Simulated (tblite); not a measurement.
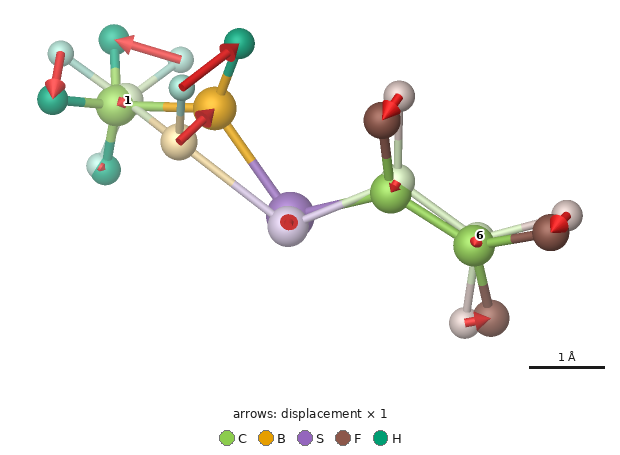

A relaxation of C3H4BF3S. The starting structure is drawn faded, the final one solid; red arrows show the displacements, at their true length. The two geometries are superimposed by the best rigid fit.

Style: ball-and-stick. Shown from a free direction.

Theory: GFN2-xTB geometry optimisation, gas phase (tblite 0.8.0). 

**What did the optimiser do to the structure, and how much energy did it gain?**

An H atom moves most after the best rigid fit: 1.17 Å. By element the largest moves are H 1.17 Å, B 0.76 Å, F 0.48 Å, S 0.30 Å, C 0.17 Å. Near-neighbour distances that change, for instance: B–S 1.880 → 1.781 Å, C–F 1.375 → 1.326 Å, B–H 1.212 → 1.166 Å, C–H 1.117 → 1.090 Å. Among the angles between lasting bonds that change: F–C–F 122.3° → 111.1°, B–S–C 112.7° → 104.5°, C–C–F 116.0° → 123.9°. The energy falls by 0.946 eV in 88 geometry steps. Cost: 0.49 s on 1 thread of Arm Neoverse V1, with other jobs on the host.
